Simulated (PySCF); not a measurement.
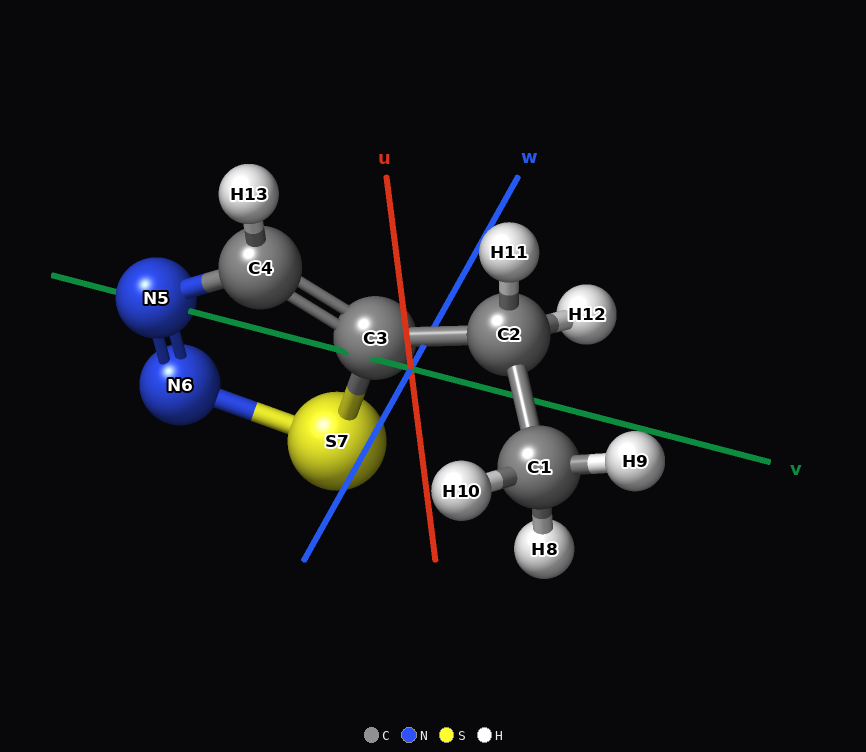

The lines u, v and w are the principal axes of the static dipole polarisability. The geometry was computed by an optimisation with GFN2-xTB. No frequency run is at hand to confirm it as a minimum. Computed with B3LYP/def2-SVPD (PySCF 2.14.0).

Along which axis is the molecule most polarisable, and along which least?

Answer. Most along v (close to the long direction C1···N6), least along w.

Give the three principal values.

Answer. u 81.8, v 93.5, w 56.5 bohr³; mean 77.3, anisotropy 32.8 bohr³.
